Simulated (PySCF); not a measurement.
**RuO₂Cl: frequency calculation**

System: RuO₂Cl, multiplicity 4.
Method: UKS-based PBE0, Ru def2-TZVP with ECP28, O def2-TZVP, Cl def2-TZVP; non-relativistic Hamiltonian with a scalar-relativistic core potential; density fitting (PySCF 2.14.0).

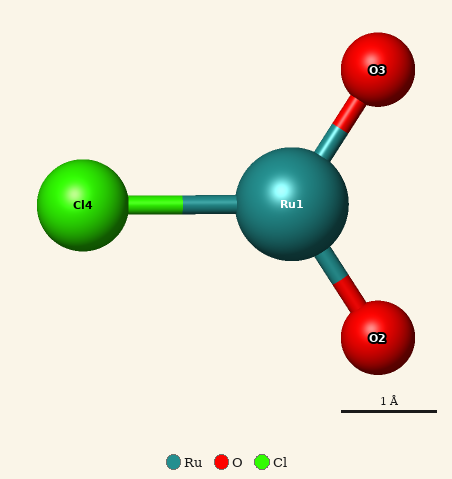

*The input geometry (ball-and-stick view, seen on its broad side; atoms are numbered from 1 in the order of the input). Sticks mark near contacts.*

Results in brief:

```json
{"quantity": "outcome", "value": "converged"}
{"quantity": "total energy", "value": "−705.298248 hartree"}
{"quantity": "⟨S²⟩", "value": "3.763"}
{"quantity": "zero-point energy", "value": "0.006685 hartree"}
{"quantity": "dipole moment", "value": "0.85 D"}
{"quantity": "wavenumbers, lowest and highest", "value": "122 and 990 cm⁻¹"}
{"quantity": "hardware", "value": "4 threads of Arm Neoverse V2, 24 GiB of memory available, shared host"}
{"quantity": "wall time", "value": "84 s (CPU time 4.5 min)"}
{"quantity": "peak memory", "value": "1.5 GiB"}
```

The input:
```python
from pyscf import gto, scf, dft
mol = gto.M(atom='''
Ru    -0.283290    -0.000000    -0.030290
O     -1.189898     1.413598    -0.127227
O     -1.189898    -1.413598    -0.127227
Cl     1.914096     0.000000     0.204660''',
    basis={'Ru': 'def2-TZVP', 'O': 'def2-TZVP', 'Cl': 'def2-TZVP'},
    ecp={'Ru': 'def2-TZVP'},
    charge=0, spin=3)
mf = dft.UKS(mol, xc='PBE0')
mf.grids.atom_grid = (75, 302)
aux = {'Ru': 'def2-universal-JKFIT', 'O': 'def2-universal-JKFIT', 'Cl': 'def2-universal-JKFIT'}
mf = mf.density_fit(auxbasis=aux)
mf.conv_tol = 1e-09
mf.diis_space = 10
mf.max_cycle = 60
mf.verbose = 4
mf.kernel()
```

The script is an equivalent of the set-up of the self-consistent field. The run itself was carried out by a driver, which started from the orbitals of the step before it where there was one and computed the further properties.

Command:
```bash
OMP_NUM_THREADS=4 python axn.py task.json out
```

Output:
```
init E= -705.298248012698
  alpha nocc = 26  HOMO = -0.299517624039492  LUMO = -0.0986101977287824
  beta  nocc = 23  HOMO = -0.357066210217742  LUMO = -0.184154338297173
  HOMO = -0.299517624039  LUMO = -0.184154338297  gap/eV = 3.13919
cycle= 1 E= -705.298248012526  delta_E= 1.72e-10  |g|= 2.3e-05  |ddm|= 2.1e-05
  alpha nocc = 26  HOMO = -0.29951001469852  LUMO = -0.0986031573159907
  beta  nocc = 23  HOMO = -0.357067255258358  LUMO = -0.184145003144139
  HOMO = -0.299510014699  LUMO = -0.184145003144  gap/eV = 3.13924
cycle= 2 E= -705.298248010843  delta_E= 1.68e-09  |g|= 7.21e-05  |ddm|= 4.89e-05
  alpha nocc = 26  HOMO = -0.299513980399831  LUMO = -0.0986074369900841
  beta  nocc = 23  HOMO = -0.357066961373172  LUMO = -0.184151096858406
  HOMO = -0.2995139804  LUMO = -0.184151096858  gap/eV = 3.13918
cycle= 3 E= -705.298248012663  delta_E= -1.82e-09  |g|= 1.41e-05  |ddm|= 3.5e-05
  alpha nocc = 26  HOMO = -0.299515187466002  LUMO = -0.0986080970870368
  beta  nocc = 23  HOMO = -0.357066581999973  LUMO = -0.184151607413645
  HOMO = -0.299515187466  LUMO = -0.184151607414  gap/eV = 3.13920
cycle= 4 E= -705.298248012747  delta_E= -8.37e-11  |g|= 4.83e-07  |ddm|= 8.47e-06
  alpha nocc = 26  HOMO = -0.299515174399685  LUMO = -0.0986080377535993
  beta  nocc = 23  HOMO = -0.357066529566553  LUMO = -0.184151492095163
  HOMO = -0.2995151744  LUMO = -0.184151492095  gap/eV = 3.13921
Extra cycle  E= -705.298248012747  delta_E= -2.27e-13  |g|= 9.55e-07  |ddm|= 8.9e-07
converged SCF energy = -705.298248012747  <S^2> = 3.7626728  2S+1 = 4.0063314
```

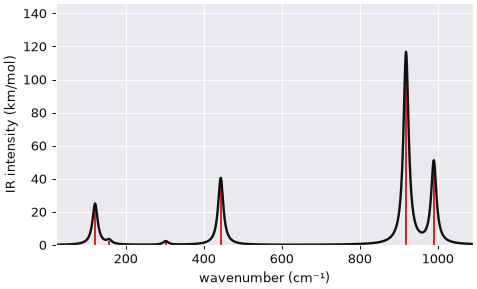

*Harmonic infrared spectrum, unscaled: sticks (degenerate modes added up, dark ones marked on the axis) with a Lorentzian envelope of 16 cm⁻¹ full width, scaled to the tallest stick.*

6 modes from 122 to 990 cm⁻¹, none imaginary. The strongest line is at 919 cm⁻¹ (117 km/mol). All modes, in cm⁻¹ (km/mol): 122 (25), 158 (2.4), 303 (2.2), 444 (41), 919 (117), 990 (50).

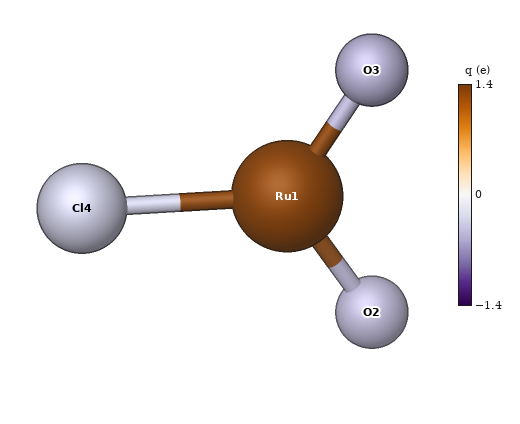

*Mulliken charges, as the colour of each atom (ball-and-stick view, seen at a tilt; atoms are numbered from 1 in the order of the input).*

By element: Ru +1.34, O −0.50 and Cl −0.34 e.
